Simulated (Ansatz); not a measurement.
ClH4O2PSi

Input file:

```
crystal:
  periodic: [false, false, false]
  atoms:
    - { symbol: O, position_ang: [-0.1118, 1.7805, -0.1574] }
    - { symbol: P, position_ang: [0.6235, 0.7127, -1.0614] }
    - { symbol: Si, position_ang: [-0.0669, -1.1656, -0.0606] }
    - { symbol: O, position_ang: [-0.0248, -0.741, 1.5532] }
    - { symbol: Cl, position_ang: [-1.9607, -1.5606, -0.6119] }
    - { symbol: H, position_ang: [-0.9077, 2.2355, -0.6788] }
    - { symbol: H, position_ang: [1.918, 0.7955, -0.4233] }
    - { symbol: H, position_ang: [0.34619, -1.59656, 1.88558] }
    - { symbol: H, position_ang: [-0.2583, 0.2152, 1.7301] }
basis:
  gaussian: { orbitals: def2-SVP }
hamiltonian:
  xc: blyp
relax:
  f_tol: 0.02
  max_steps: 50
output:
  orbitals: {}
```

Run with:

```sh
ansatz run input.yaml --threads 2 --pin off --max-ram 3072MiB --backend cpu --events-out ev --progress --plain --runs-dir out
```

The fields are those of the run's last geometry, not of the input's.

Theory: RKS BLYP/def2-SVP (Ansatz).

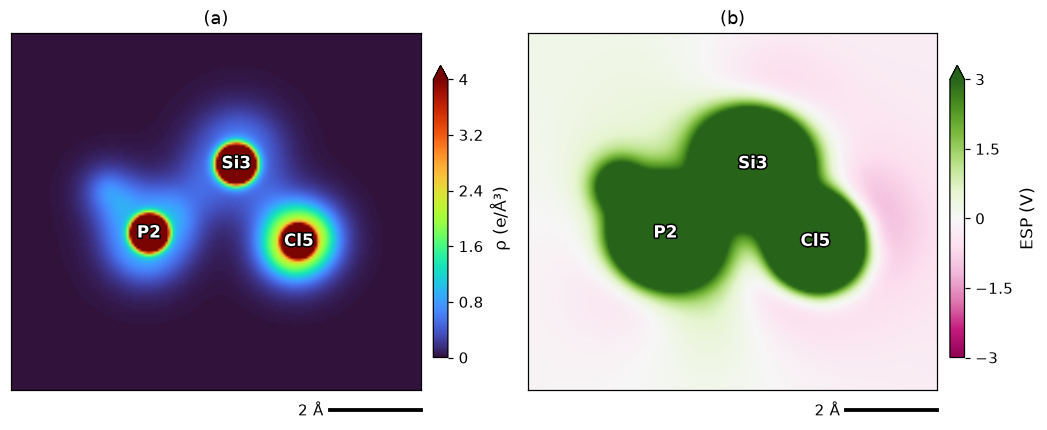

Figure 1. (a) total electron density; (b) molecular electrostatic potential on the plane of atoms P2, Si3 and Cl5.

Question: What do the fields say about this system?

Answer: The plane passes through P, Si and Cl nuclei. Si–Cl (2.19 Å): ρ is about 0.66 e/Å³ halfway, with its minimum of 0.52 e/Å³ about 0.8 Å from Si. Si–P (2.46 Å): the density is about 0.55 e/Å³ at the midpoint. Outside the dense part of the molecule the potential is most negative (−1.0 V) near Cl5.

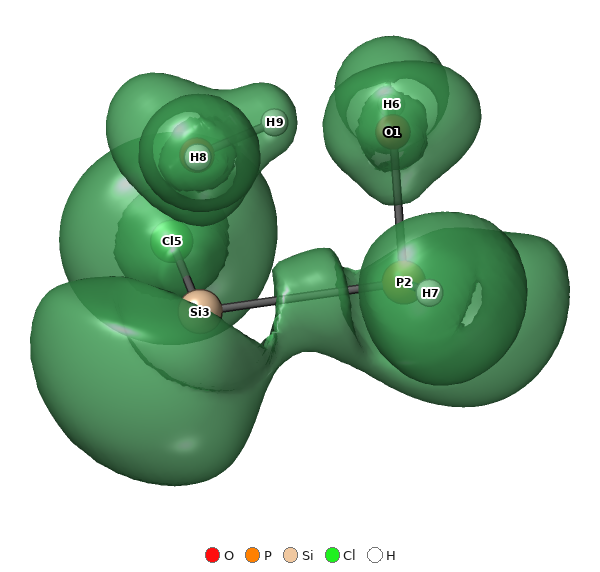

Figure 2. Isosurface of the ELF at 0.75 (green), seen from one side. Only the valence region is drawn (cores and ρ < 0.01 e/Å³ removed).

Question: Where are the electrons localised?

Answer: The surface consists of one region on Cl in which the atom's valence shell and bonds are merged, two joined regions spread over several atoms (H, O), in which their bonds and any lone pairs are merged and one joined region spread over several atoms (H, P, Si), in which their bonds and any lone pairs are merged.


P–O (1.79 Å): the ELF peaks at about 0.85 between the atoms; a shared but strongly polarised pair. Si–Cl (2.19 Å): the ELF peaks at about 0.85 between the atoms, as expected for a polar covalent bond.

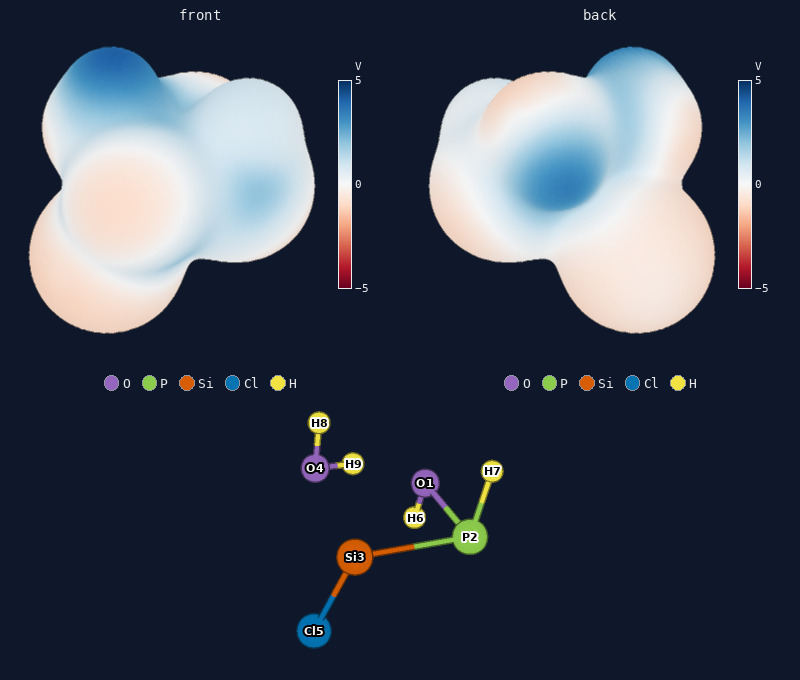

Figure 3. The electrostatic potential painted on the density surface at 0.004 e/bohr³, seen from the front and from behind; the colour scale runs from red (negative) to blue (positive). The bare structure is drawn below in the same view.

Question: Where is the surface potential most negative and most positive?

Answer: The most negative region (about −1.0 V, or −23 kcal/mol for a unit charge) lies over O1 and Cl5, the most positive (about +3.9 V, or +90 kcal/mol for a unit charge) over H8.
